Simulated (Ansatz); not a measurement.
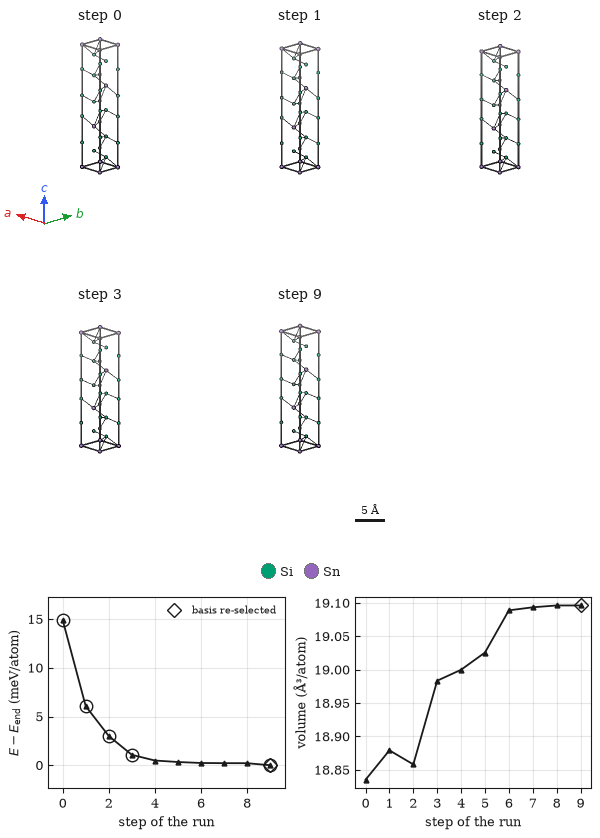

Frames of a relaxation of crystalline Si4Sn (a generated structure, set up in R-3m), marked on the history of the run. Style: ball-and-stick. Shown: the conventional cell (3 times the calculation's cell), from a free direction. Lengths and directions refer to the drawn axes.

Method: Ansatz, DFT PBE, scalar-relativistic, plane waves, PAW. Settings: plane-wave cutoff 420 eV; k-point mesh 12 × 12 × 12; occupations gaussian; smearing width 0.1 eV; no spin polarisation; cell and atoms relaxed; force threshold 0.01 eV/Å; at most 80 steps.

Question: Describe the path.

Answer: The largest moves relative to the cell, 0.089 Å, are those of Si atoms. Sn stays in place. The drawn cell changes as follows: a = b 3.616 → 3.765 Å (+4.1 %), c 24.954 → 23.328 Å (−6.5 %); the volume changes by +1.4 %. Among the contacts that change: Si–Si 2.445 → 2.420 Å. Bond angles that change, for instance: Si–Si–Si 95.4° → 102.2°, Si–Si–Sn 93.5° → 87.7°, Sn–Si–Sn 76.3° → 80.1°. The space group stays R-3m (No. 166). The energy falls by 14.9 meV per atom in 8 accepted moves (9 points after the start). Largest force component: 0.093 eV/Å at the start, 0.00014 eV/Å at the end. Pressure: 0.03 GPa at the start and 0.02 GPa at the end. At 1 point the geometry stayed and the basis and grid were re-selected for the new cell (energy shift of 0.2 meV per atom at most each time). From step 0 to 1: volume +0.2 %, energy −8.8 meV per atom. From step 1 to 2: Si atoms move most (0.04 Å), volume −0.1 %, energy −3.1 meV per atom. From step 2 to 3: Si atoms move most (0.02 Å), volume +0.7 %, energy −1.9 meV per atom. From step 3 to 9: Si atoms move most (0.03 Å), volume +0.6 %, energy −1.1 meV per atom.
